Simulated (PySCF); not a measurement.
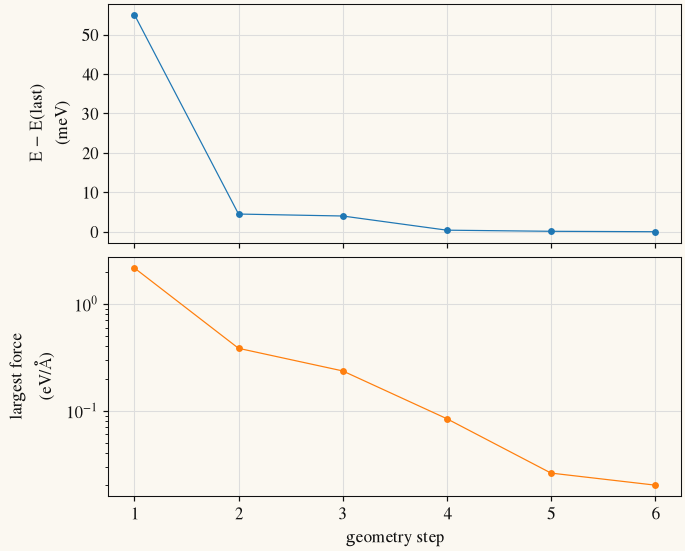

History of a geometry optimisation. The run: C$_{4}$H$_{5}$NS (SMILES Nc1ccsc1), by PBE0-D3(BJ)/def2-SVP, geometry optimisation in PySCF.

The optimisation met its thresholds at geometry 6, counting the start as the first. The energy fell by about 55 meV from the first step to the last. The largest force goes from about 2.2 eV/Å at the start to 0.02 eV/Å at the end.
